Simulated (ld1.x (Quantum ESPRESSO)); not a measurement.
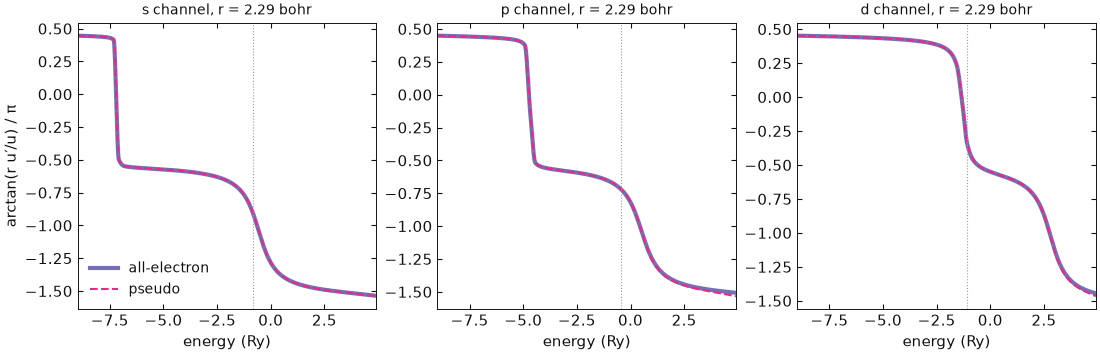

Unwrapped phase arctan(r u′/u) in units of π against energy, all-electron (solid) and pseudo (dashed); the pseudo phase is matched to the all-electron one at the reference energy. Here u = r R(r). A near-vertical step is a level narrower than the spacing of the points behind the curves. The dotted line marks the reference energy of the channel.

```yaml
element: Pd
generator: ld1.x (Quantum ESPRESSO) 7.5
type: PAW
functional: BP86
relativity: scalar-relativistic
frozen_core: [Ar] 3d10
valence_charge: 18
reference_configuration: 4s2 4p6 4d9 5s0 5p0 (charge +1)
partial_waves: 4s (bound): rcut 1.25, rcutus 1.30 bohr; 5s (bound, empty): rcut 1.25, rcutus 1.30 bohr; 4p (bound): rcut 1.75, rcutus 2.10 bohr; 5p (bound, empty): rcut 1.75, rcutus 2.10 bohr; 4d (bound): rcut 1.60, rcutus 1.75 bohr; 4d channel at 0.2 Ry: rcut 1.60, rcutus 1.75 bohr
local_potential: all-electron potential smoothed inside 1.25 bohr (lloc = -1)
core_correction: a·sin(br)/r model core inside 0.80 bohr
augmentation_charge: PSQ, inside the norm-conserving radii
```

Does the potential have spurious states?

Answer. The plot shows none: the two phases stay within 0.08 rad of each other in all channels drawn. The separate test gives: no ghost state below the valence levels in the s, p, d, f channels.

Give the range of good agreement (0.05 rad in phase) for each channel.

Answer. s: over the whole range drawn; p: up to about 4.1 Ry; d: up to about 4.7 Ry.

Counted from its reference energy, which channel leaves the all-electron phase first?

Answer. The p channel: its phase error passes 0.05 rad 4.6 Ry above its reference energy, against 5.8 Ry for d.
